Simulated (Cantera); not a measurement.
A closed system holds: 1 mol PbO, 0.044 mol O₂, 1.2 mol H₂, at 0.0100 bar.

Equilibrium computed with Cantera from the NASA thermochemical tables; the gas is ideal and each condensed phase is pure. Candidate condensed phases: H₂O, Pb, PbO, PbO₂, Pb₃O₄; 12 gas species. Kinetics and transport are ignored.

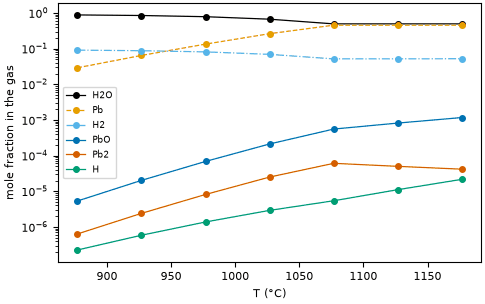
Fig. 1. Equilibrium gas composition (values under 1e-9 drawn at 1e-9)

Problem. Read off the mole fractions at 927 °C.

Solution. H₂O about 0.85, H₂ about 0.087, Pb about 0.064, PbO about 2.0e-5, Pb₂ about 2.4e-6, H about 5.8e-7.
